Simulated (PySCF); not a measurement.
**C4H7F3OSi2: NMR shielding calculation**

C4H7F3OSi2, computed with GIAO PBE0/pcSseg-1 NMR shielding, non-relativistic, gas phase (PySCF 2.14.0).

The geometry comes from this level: GFN2-xTB. It belongs to a series of runs on one base structure; here: CH2 replaced by C=O. Figures and captions count atoms from 1; the log counts them from 0 in places.

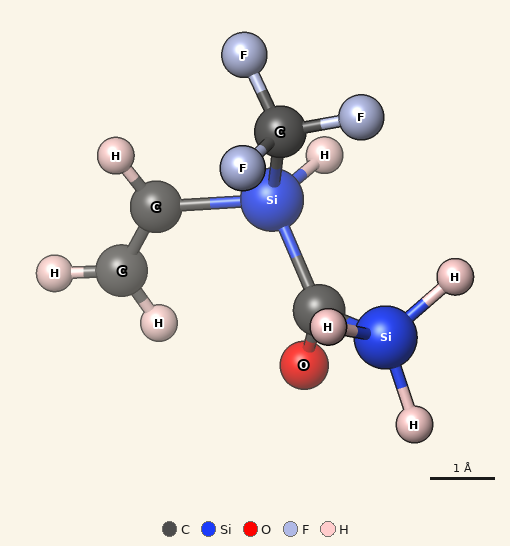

**Figure 1.** The structure as given in the input (ball-and-stick view, seen at a tilt). Bond lengths as drawn: C–C 1.33 Å, C–F 1.35 Å, C–H 1.08 to 1.09 Å, C–O 1.22 Å, C–Si 1.88 to 1.95 Å and H–Si 1.46 Å.

## Results in brief

- outcome: converged
- total energy: −1109.463416 hartree
- HOMO: −6.74 eV
- LUMO: −2.12 eV
- dipole moment: 0.86 D
- isotropic shielding, C: −125.1 to 56.8 ppm
- isotropic shielding, Si: 421.2 to 429.6 ppm
- isotropic shielding, O: −844.3 ppm
- isotropic shielding, F: 241.4 to 246.9 ppm
- isotropic shielding, H: 24.9 to 28.0 ppm
- hardware: 1 CPU thread, shared host
- wall time: 3.2 min
- peak memory: 1 GiB

## Input file
```
{"job": {"kind": "nmr", "xc": "PBE0", "basis": "pcSseg-1"}, "charge": 0, "multiplicity": 1}
C     -2.392754    -1.643939     0.278014
C     -2.086123    -0.360002     0.135539
Si    -0.538796     0.244775    -0.734282
C      0.966871    -0.932981    -0.393559
O      0.767549    -2.115477    -0.596086
Si     2.705714    -0.347175     0.241765
C     -0.125370     1.978400     0.059796
F      0.168098     1.902390     1.376676
F      0.937131     2.576847    -0.520325
F     -1.143969     2.855606    -0.040506
H     -3.288263    -1.968231     0.784421
H     -1.750288    -2.421816    -0.100062
H     -2.760419     0.386828     0.541992
H     -0.663002     0.515561    -2.166800
H      2.474952     0.190806     1.578912
H      3.572438    -1.519834     0.252320
H      3.149234     0.670273    -0.707726
```

The first line tells a small driver script what to run in PySCF; the rest is the geometry in Å.

Command:
```bash
OMP_NUM_THREADS=1 python <driver script> task.json out
```

## What the program printed
```
coarse grid: 16280 points
cycle   1  E = -1109.1470430304  dE =  1.203e+00  |g| = 1.112e+00  |ddm| = 3.768e+00
cycle   2  E = -1108.4281865651  dE =  7.189e-01  |g| = 2.234e+00  |ddm| = 2.388e+00
cycle   3  E = -1109.3534427230  dE = -9.253e-01  |g| = 3.373e-01  |ddm| = 2.020e+00
cycle   4  E = -1109.3734139059  dE = -1.997e-02  |g| = 1.147e-01  |ddm| = 2.684e-01
cycle   5  E = -1109.3755426421  dE = -2.129e-03  |g| = 2.008e-02  |ddm| = 6.630e-02
cycle   6  E = -1109.3756300545  dE = -8.741e-05  |g| = 7.431e-03  |ddm| = 2.466e-02
cycle   7  E = -1109.3756425488  dE = -1.249e-05  |g| = 1.889e-03  |ddm| = 6.490e-03
cycle   8  E = -1109.3756431483  dE = -5.996e-07  |g| = 7.933e-04  |ddm| = 2.169e-03
final grid: 152312 points
cycle   9  E = -1109.4633903570  dE = -3.424e-05  |g| = 1.159e-02  |ddm| = 2.463e-02
cycle  10  E = -1109.4633255427  dE =  6.481e-05  |g| = 2.199e-02  |ddm| = 1.979e-02
cycle  11  E = -1109.4634146451  dE = -8.910e-05  |g| = 2.852e-03  |ddm| = 1.409e-02
cycle  12  E = -1109.4634163496  dE = -1.704e-06  |g| = 3.027e-04  |ddm| = 2.044e-03
cycle  13  E = -1109.4634163581  dE = -8.483e-09  |g| = 1.590e-04  |ddm| = 2.484e-04
cycle  14  E = -1109.4634163625  dE = -4.379e-09  |g| = 3.543e-05  |ddm| = 1.220e-04
cycle  15  E = -1109.4634163627  dE = -2.301e-10  |g| = 1.462e-05  |ddm| = 3.724e-05
```

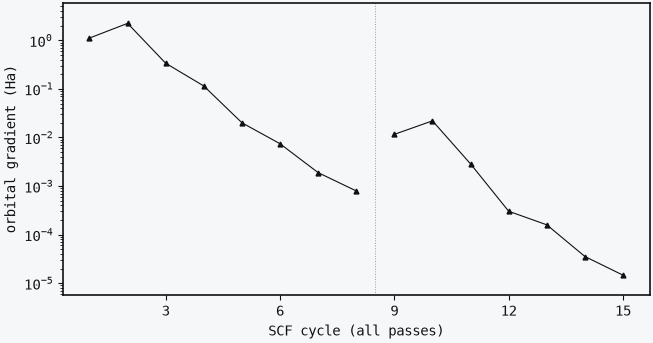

**Figure 2.** Convergence of the self-consistent field: orbital gradient against the SCF cycle. The dotted line marks the change from a coarse to the final integration grid. The first 8 cycles use a coarse grid, the final grid takes over at cycle 9, and the field converges after 15 cycles in all.

```
converged SCF energy = -1109.4634163627

GIAO shielding tensors (ppm)
atom      isotropic    diamagn.    paramagn.     s11        s22        s33       span
  0 C       34.773     253.998    -219.225    -95.994     26.792    173.520    269.513
  1 C       56.831     262.452    -205.621    -57.855     56.089    172.258    230.114
  2 Si     429.570     882.651    -453.081    391.098    431.441    466.171     75.073
  3 C     -125.111     257.241    -382.352   -337.908   -121.741     84.317    422.225
  4 O     -844.270     400.821   -1245.090  -2349.548   -597.383    414.121   2763.669
  5 Si     421.225     880.521    -459.296    379.238    431.415    453.023     73.785
  6 C       46.703     252.447    -205.744     43.838     44.448     51.823      7.986
  7 F      241.450     477.250    -235.799    138.963    258.239    327.149    188.186
  8 F      241.410     475.380    -233.970    139.320    259.906    325.002    185.681
  9 F      246.949     473.094    -226.145    149.227    262.671    328.948    179.722
 10 H       24.994      28.152      -3.158     21.710     24.606     28.666      6.956
 11 H       24.935      32.268      -7.333     21.620     23.268     29.916      8.295
 12 H       25.432      30.720      -5.287     23.095     24.069     29.132      6.038
 13 H       27.375      29.302      -1.927     23.879     26.454     31.792      7.914
 14 H       27.169      29.878      -2.709     23.790     28.257     29.461      5.671
 15 H       27.999      28.971      -0.972     24.647     26.239     33.111      8.465
 16 H       27.078      29.304      -2.225     23.561     28.251     29.423      5.862
```

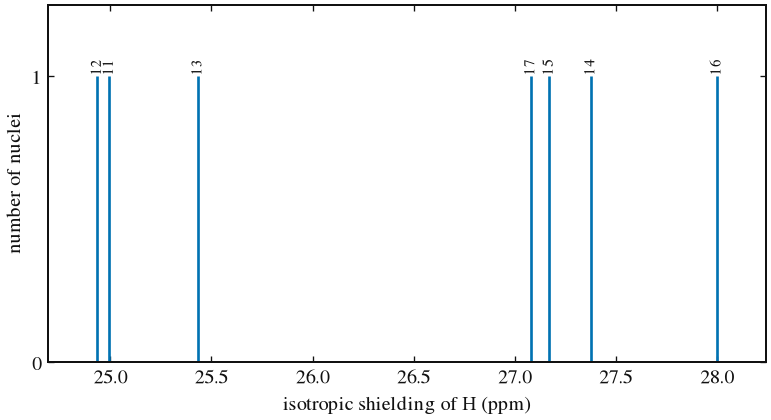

**Figure 3.** Isotropic shieldings of the hydrogen nuclei in this fixed geometry, labelled by atom number; shielding grows to the right, so chemical shift grows to the left. The least shielded is H12 (24.9 ppm), the most shielded H16 (28.0 ppm).
